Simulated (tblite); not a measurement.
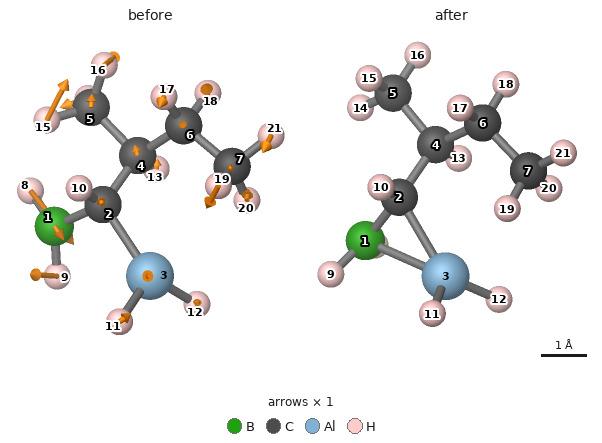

The structure of C$_{5}$H$_{14}$AlB before (left) and after (right) a relaxation, at one scale. The orange arrows give the displacements, at their true length.

A ball-and-stick model, seen at a tilt.

All numbers below come from tblite 0.8.0, GFN2-xTB geometry optimisation, gas phase. 

**Summarise the run.**

The energy falls by 36.5 kcal/mol in 101 geometry steps. The atom that moves furthest after the best rigid fit is H8 (1.61 Å). Largest moves by element: H 1.61 Å, B 0.39 Å, Al 0.34 Å, C 0.32 Å. Some distances before and after: B1–Al3 2.872 → 2.304 Å, Al3–H19 2.794 → 2.286 Å, C2–Al3 1.979 → 2.072 Å, B1–C2 1.587 → 1.511 Å. Among the angles between lasting bonds that change: B1–C2–Al3 106.8° → 78.3°, B1–C2–C4 106.7° → 124.1°, B1–C2–H10 108.3° → 117.8°. Groups turn about C4–C5 by about 60°.
